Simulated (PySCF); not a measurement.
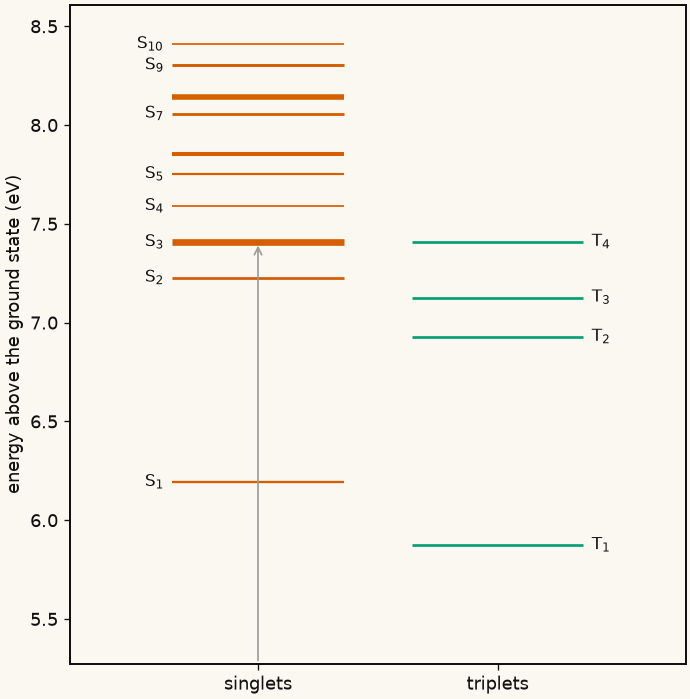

State diagram of C₂H₁₁NSi₂, SMILES CC[SiH2]N[SiH3]. Vertical TDDFT excitations, CAM-B3LYP/def2-SVPD with PySCF, at a PBE0-D3(BJ)/def2-SVP geometry (no frequency check), gas phase. Triplets in the Tamm-Dancoff approximation; only the lowest 10 singlets and 4 triplets were computed. Thicker singlet lines are brighter; the arrow marks the brightest. S0, at zero, lies below the range drawn.

**What is the vertical gap between S1 and T1?**

0.32 eV: S1 at 6.19 eV, T1 at 5.87 eV.

**How many of the triplet levels drawn lie below S1?**

1 of 4 (T1 5.87 eV, T2 6.93 eV, T3 7.13 eV, T4 7.41 eV; S1 6.19 eV).

**What character does the calculation give T1?**

Mainly HOMO → LUMO (86 %).

Note: one conformer of a flexible molecule; core orbitals are frozen in the response.
